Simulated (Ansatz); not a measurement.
# C2H5FGeO: up Jacob's ladder to CCSD(T)

How much do the methods differ for C2H5FGeO? The plan is to run it at one geometry with functionals of several rungs and with coupled cluster. The yardstick is the atomisation energy at the CCSD(T) limit.

Program: Ansatz 0.2.0, Gaussian basis. Level of theory: functionals in def2-TZVPP, the program's frozen cores in correlated methods. These are calculated values, not measurements.

Levels to be run: PBE-D4, r2SCAN-D4, PBE0-D4, B3LYP-D4, ωB97X-V, ωB97M-V, B2PLYP; CCSD(T)/def2-TZVPP; MP2/def2-QZVPP; extrapolation to the limit.

**1. The geometry**

All runs share one geometry, relaxed beforehand with PBE0-D4 in a triple-zeta def2 set.

SMILES `F[CH2][GeH]1[CH2][O]1`, 10 atoms, charge 0, spin multiplicity 1.

Atoms are counted from 1 here; the program's logs count them from 0.

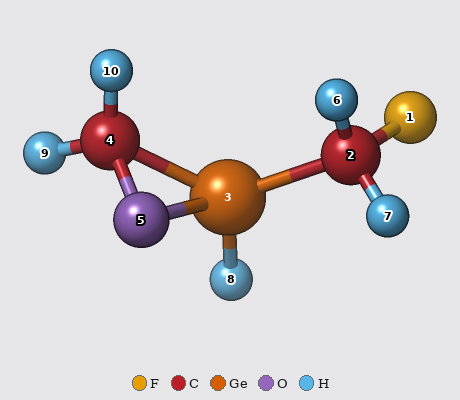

The geometry (fluorine amber, carbon red, germanium orange, oxygen purple, hydrogen blue); atoms are numbered from 1 in the order of the file.

**2. PBE-D4 (GGA)**

Contents of in.yaml:

```yaml
crystal:
  periodic: [false, false, false]
  atoms:
    - {symbol: F, position_ang: [-2.548001, 0.041316, 0.583075]}
    - {symbol: C, position_ang: [-1.337135, 0.710128, 0.575157]}
    - {symbol: Ge, position_ang: [-0.087063, -0.134087, -0.684912]}
    - {symbol: C, position_ang: [1.549593, -0.871774, -0.065169]}
    - {symbol: O, position_ang: [1.599484, 0.517257, -0.380752]}
    - {symbol: H, position_ang: [-0.904434, 0.681414, 1.577858]}
    - {symbol: H, position_ang: [-1.517088, 1.751007, 0.294418]}
    - {symbol: H, position_ang: [-0.467265, -0.119427, -2.165427]}
    - {symbol: H, position_ang: [2.132154, -1.515999, -0.724086]}
    - {symbol: H, position_ang: [1.662956, -1.110935, 0.992839]}
basis:
  gaussian: {orbitals: def2-TZVPP}
hamiltonian: {xc: pbe, dispersion: d4}
output: {forces: true, orbitals: {seedname: orbitals}}
```

Command:

```console
$ ansatz run in.yaml --threads 4 --pin off --events-out ev --progress --plain --max-ram 10444MiB
```

Further steps of the session: r2SCAN-D4 (meta-GGA); PBE0-D4 (hybrid); B3LYP-D4 (hybrid); ωB97X-V (range-separated); ωB97M-V (range-separated); B2PLYP (double hybrid); CCSD(T) in def2-TZVPP; MP2 in def2-QZVPP.

**Question.** What will the summary of the whole plan be? Wanted: atomisation energy, CCSD(T)/CBS; farthest; mean size of error, hybrid; mean size of error, range-separated; gap, smallest and largest; T1 diagnostic; triples share of the correlation energy.

As calculated:

```
                               quantity                                           value
        atomisation energy, CCSD(T)/CBS                                   3548.7 kJ/mol
 functionals within 35.5 kJ/mol (1.0 %)  r2SCAN-D4, PBE0-D4, B3LYP-D4, ωB97X-V, ωB97M-V
                               farthest                           PBE-D4 (+93.4 kJ/mol)
             mean size of error, hybrid                                     19.9 kJ/mol
    mean size of error, range-separated                                      8.6 kJ/mol
              gap, smallest and largest            4.46 eV (PBE-D4), 10.77 eV (ωB97X-V)
                          T1 diagnostic                                          0.0137
triples share of the correlation energy                                           3.8 %
```

In words: PBE-D4 is off by +93.4 kJ/mol. Double hybrids carry the basis error of their MP2 part in triple zeta, and no dispersion term here, so their miss is partly the set-up's. Misses under about 35.5 kJ/mol are within the doubt on the reference itself, which lacks core-valence correlation, relativity and higher excitations, and its outer-core shells are covered unevenly. Hartree-Fock recovers 68 % of the binding; the rest is correlation. The gap grows from 4.5 to 10.8 eV across the functionals, mostly with the share of exact exchange. Correlated methods include outer-core shells of Ge, which these sets cover unevenly.
